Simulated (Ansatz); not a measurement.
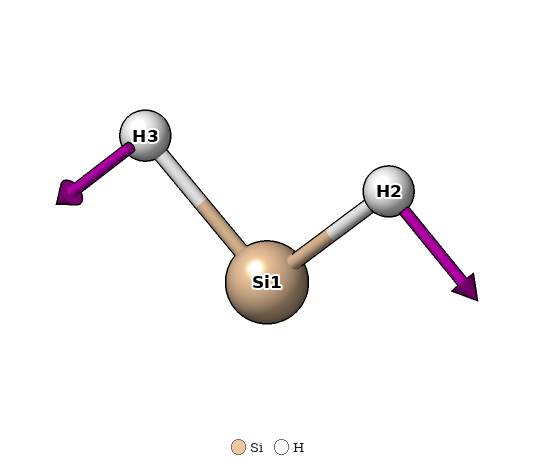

The arrows show one normal mode. Harmonic vibrations computed with RKS PBE0-D4/def2-TZVP (Ansatz 0.2.0) at a stationary point of the same level.

> Describe the motion.

Mostly H–Si–H bending.

> Estimate its harmonic wavenumber.

1011 cm⁻¹; it is mode 1 of 3 counted from the lowest.
